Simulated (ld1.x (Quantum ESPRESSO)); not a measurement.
**P: pseudopotential generation (part 2 of 2)**

Continued. System: phosphorus (P, Z = 15), core [Ne], reference valence 3s2 3p2 (an ion of charge +1), valence charge 5. Method: TM semilocal potential, BLYP, non-relativistic, made with ld1.x (Quantum ESPRESSO) 7.5.

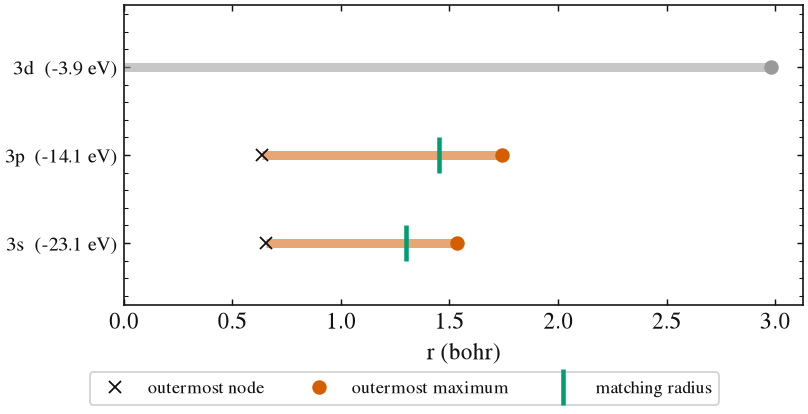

Outer shells of the all-electron reference atom: each bar runs from the outermost node (or the nucleus) to the outermost maximum of u(r); the tick is the radius chosen for the pseudo-wave. Shells without a tick have no pseudo-wave of their own. Levels, nodes and maxima are from ld1.x, non-relativistic.

- Radii against the shells: 3s: 1.30 bohr, between node and maximum; 3p: 1.45 bohr, between node and maximum.

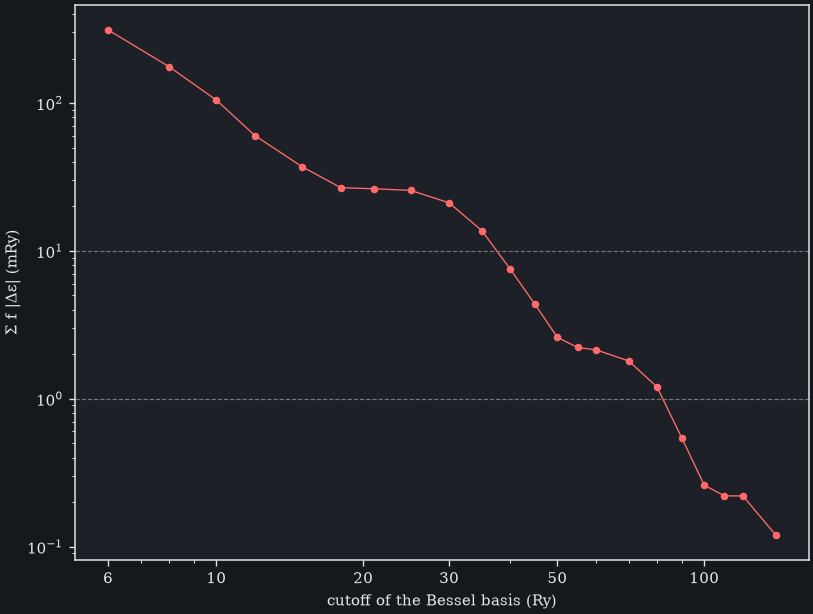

The pseudo-atom Hamiltonian at the reference potential is diagonalised in spherical Bessel functions (20 bohr box) up to the cutoff. Curve: occupation-weighted sum of the valence levels' distances from their values at 400 Ry.

- Cutoffs for 10 and 1 mRy in the occupation-weighted sum of levels: 40 Ry and 90 Ry, on the ladder of cutoffs that was run.
- Error at 45 Ry: about 4.3 mRy.

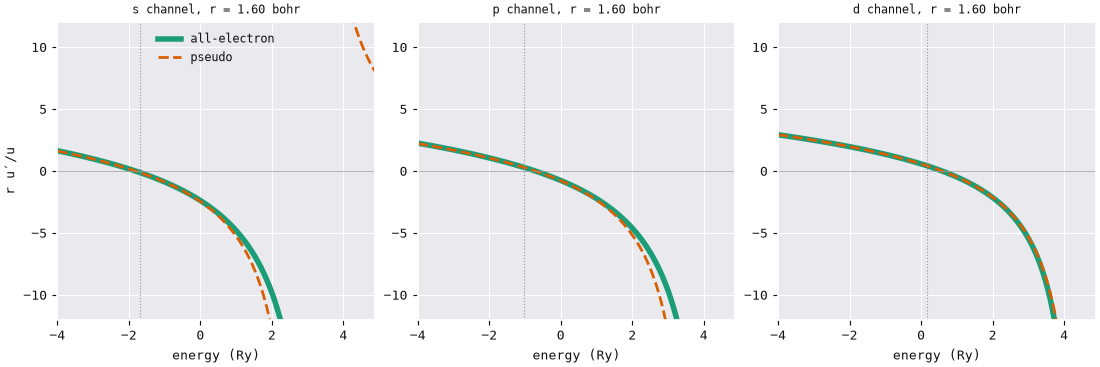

Logarithmic derivatives r u′/u at the test radius against energy, all-electron atom (solid) and pseudo-atom (dashed). Here u = r R(r). The dotted line marks the reference energy of the channel.

- Ghost states: the plot shows none: pseudo and all-electron curves have the same branches in all channels drawn. The separate test gives: no ghost state below the valence levels in the s, p, d channels.
- Zeros of the logarithmic derivative: s: all-electron -1.8 Ry, pseudo -1.8 Ry; p: all-electron -0.7 Ry, pseudo -0.7 Ry; d: all-electron 0.6 Ry, pseudo 0.6 Ry.

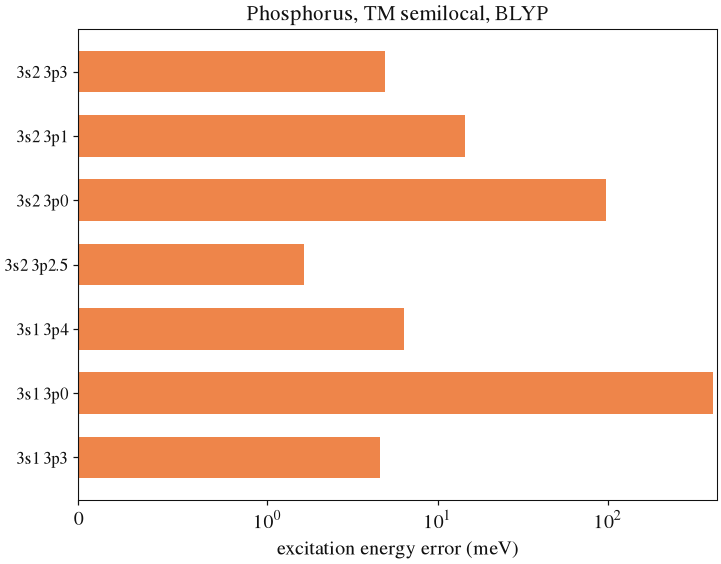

Errors, all-electron minus pseudo, of the energies of valence configurations relative to the unpolarised reference 3s2 3p2.

- Worst configuration: 3s1 3p0 (charge +4): the error is +416 meV on an all-electron energy of +100.65 eV relative to the reference, or 0.41 %.
- Configurations within 10 meV and within 50 meV: 4 and 5 of 7.

### Key numbers

- outcome: generated
- cutoffs needed: 40 Ry and 90 Ry (the cutoffs, on a coarse ladder, from which the occupation-weighted sum of valence levels, in a spherical-Bessel basis at the reference potential, stays within 10 and 1 mRy of its value at 400 Ry); ghost states and empty shells don't enter this sum
- ghost test: no ghost state below the valence levels in the s, p, d channels (spherical-Bessel basis up to 400 Ry, 20 bohr box)
- largest excitation error: +416 meV (all-electron minus pseudo) for 3s1 3p0, out of 7 test configurations
- range over which the phases arctan(r u′/u) at the test radius agree within 0.05 rad (a looser test near the poles than one of phase shifts): s: up to about 4.1 Ry; p: over the whole range computed; d: over the whole range computed
- wall time: 2.1 s

### Remarks

An excitation error of 416 meV in its own tests makes this a poorly transferable potential. Warnings of the program, in the generation or the tests: convergence not achieved.
